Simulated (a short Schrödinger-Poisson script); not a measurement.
Stack: gated Al0.4Ga0.6N/GaN polarisation-induced gas, at 300 K.

```
layer     material  thickness (nm)  Na (cm⁻³)
-----  -----------  --------------  ---------
1      Al0.4Ga0.6N              15          -
2              GaN            6000       5e14
```

Constants are typed, rounded textbook-type inputs, not results; the design itself was drawn at random and stands for no fabricated device. Al0.4Ga0.6N: permittivity 9.26, conduction-band edge (eV) 0.58, gap (eV) 4.258, electron mass (mₑ) 0.248, Nv at 300 K (cm⁻³) 4.6e19. GaN: permittivity 9.5, conduction-band edge (eV) 0, gap (eV) 3.43, Nv at 300 K (cm⁻³) 4.6e19.

Channel valleys (confinement mass, in-plane density-of-states mass, number): Γ 0.2, 0.2, 1. At the gate the conduction-band edge of layer 1 lies 1.36 eV − eVg above the Fermi level of the channel; the field vanishes at the back. Sheet of polarisation charge: +2e13 e/cm² at 15 nm from the gate. The barrier under the gate holds no holes. Gaps are held at their typed values at every temperature. Mesh 0.08 nm at interfaces.

From a short Schrödinger-Poisson script (our own, NumPy): 1D Poisson equation in equilibrium, electrons quantum, Hartree plus LDA exchange-correlation (BenDaniel-Duke, 40 states a valley, the channel's in-plane mass for all, wave functions free to enter the barrier), parabolic valleys, classical holes, full ionisation, no traps, pinning or gate leakage.

Only gate voltages with over 1e8 electrons/cm² are shown.

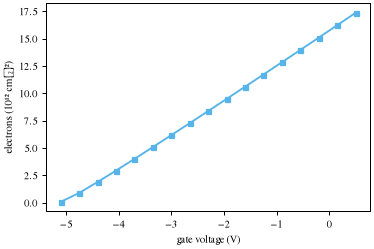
*Sheet density against gate voltage*

```csv
Vg (V),electrons (cm⁻²),in the channel layer,C (μF/cm²),Γ E0 (meV),Γ E1 (meV)
0.5,1.74e13,1.60e13,0.521,-182.5,-4.5
0.15,1.62e13,1.50e13,0.519,-171.3,-0.6
-0.2,1.51e13,1.41e13,0.518,-159.8,3.3
-0.55,1.40e13,1.31e13,0.516,-148.3,7.2
-0.9,1.29e13,1.22e13,0.514,-136.6,11.1
-1.25,1.17e13,1.12e13,0.513,-124.8,15.0
-1.6,1.06e13,1.02e13,0.511,-112.9,19.0
-1.95,9.50e12,9.14e12,0.509,-100.9,23.0
-2.3,8.39e12,8.11e12,0.507,-88.6,27.0
-2.65,7.29e12,7.08e12,0.504,-76.1,31.1
-3,6.19e12,6.04e12,0.501,-63.3,35.4
-3.35,5.10e12,5.00e12,0.497,-49.9,39.8
-3.7,4.02e12,3.96e12,0.492,-35.7,44.6
-4.05,2.95e12,2.92e12,0.484,-19.8,50.1
-4.4,1.91e12,1.89e12,0.471,-0.8,57.5
-4.75,9.06e11,9.03e11,0.438,26.9,70.4
-5.1,8.41e10,8.40e10,0.236,101.5,123.9
```

Subbands count from the Fermi level.
